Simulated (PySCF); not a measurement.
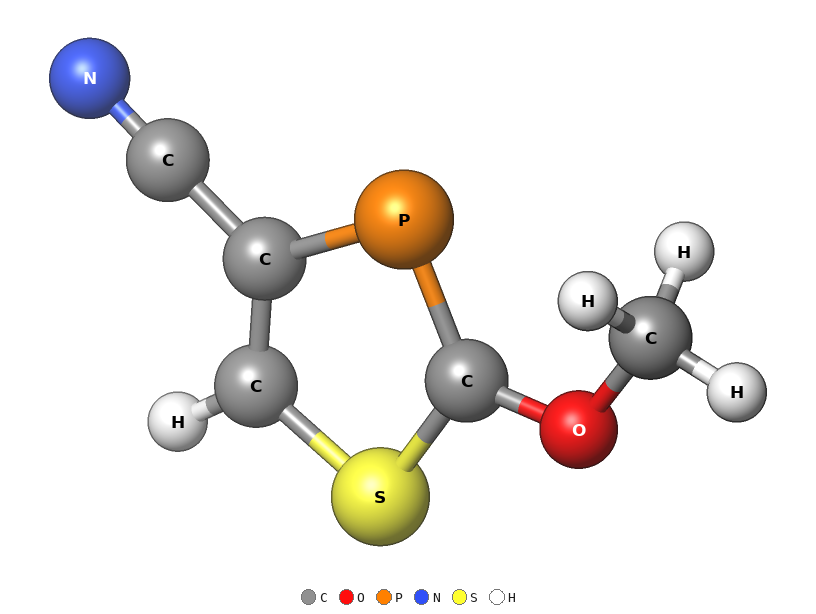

A ball-and-stick model of a molecule.

The geometry was computed by an optimisation with GFN2-xTB. No frequency run is at hand to confirm it as a minimum.

What does the picture show?

It has 13 atoms: 5 carbon, 4 hydrogen, 1 nitrogen, 1 oxygen, 1 phosphorus and 1 sulfur (C₅H₄NOPS). Its SMILES string is `COc1pc(C#N)cs1`. Independent rings (smallest set): 1 of 5 members, 1 of them aromatic. Among its groups: ether, nitrile. This geometry has Cs symmetry. Coordination: 1 C tetrahedral; 1 O bent; 3 C trigonal planar; 1 P bent; 1 C linear; 1 S bent.

The parts below concern this one geometry. Atoms keep their numbers from picture to picture.

## Electronic properties

No frequency run is at hand to confirm it as a minimum. Method: PBE0/def2-SVPD, gas phase (PySCF 2.14.0). Excitations: vertical, linear response.

What does the calculation give?

- dipole moment: 5.04 D
- HOMO energy (Kohn–Sham orbital): −7.03 eV
- LUMO energy (Kohn–Sham orbital): −1.75 eV
- HOMO–LUMO gap: 5.29 eV
- mean static polarisability: 110.7 bohr³
- lowest vertical singlet excitation: 4.50 eV
- its oscillator strength: 0.048
- brightest of the 6 lowest singlets: 5.62 eV
- its oscillator strength: 0.16

## NMR shielding

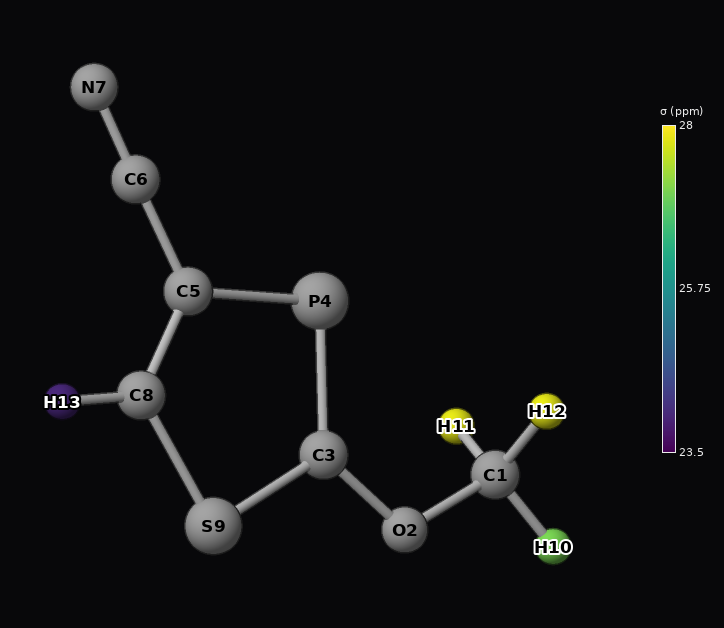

Atoms are coloured by their isotropic NMR shieldings (H only, the others grey). No frequency run is at hand to confirm it as a minimum. Level of theory: GIAO PBE0/pcSseg-1 NMR shielding, non-relativistic, gas phase (PySCF 2.14.0).

List the isotropic NMR shieldings of the H atoms.

```json
{"atom": "H10", "σ (ppm)": "27.08"}
{"atom": "H11", "σ (ppm)": "27.79"}
{"atom": "H12", "σ (ppm)": "27.80"}
{"atom": "H13", "σ (ppm)": "24.00"}
```

## Bond orders

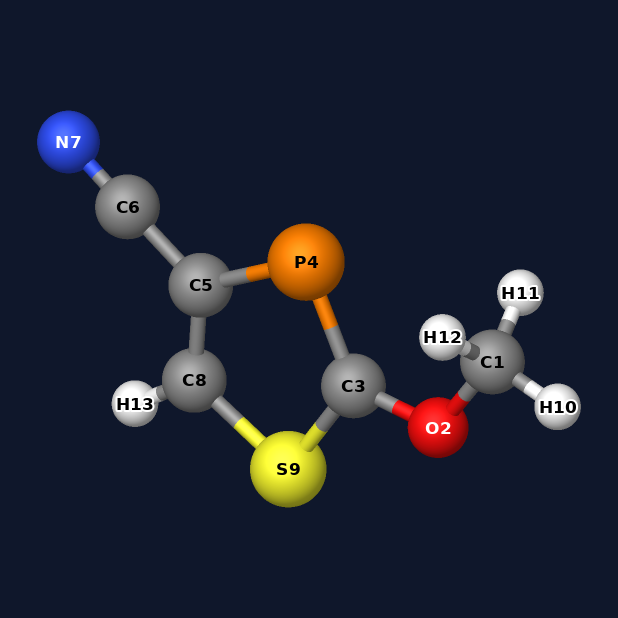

Every bond is drawn as one stick. No frequency run is at hand to confirm it as a minimum. Computed with PBE0/pcSseg-1 (PySCF 2.14.0).

List the Mayer bond orders of C1–O2, C1–H10, C1–H11, O2–C3, C3–P4, C3–S9, P4–C5, C5–C6, C5–C8, C6–N7, C8–S9, C8–H13 (one bond of each equivalent set).

```csv
bond,Mayer order,length (Å)
C1–O2,0.88,1.408
C1–H10,0.97,1.088
C1–H11,0.95,1.095
O2–C3,1.04,1.344
C3–P4,1.37,1.724
C3–S9,1.11,1.737
P4–C5,1.06,1.787
C5–C6,1.06,1.406
C5–C8,1.55,1.362
C6–N7,3.02,1.147
C8–S9,1.17,1.713
C8–H13,0.95,1.075
```

The geometry is semi-empirical. Around P such bond lengths and angles can be off by a tenth of an ångström or more and by several degrees, and values that hang on the shape move with them.
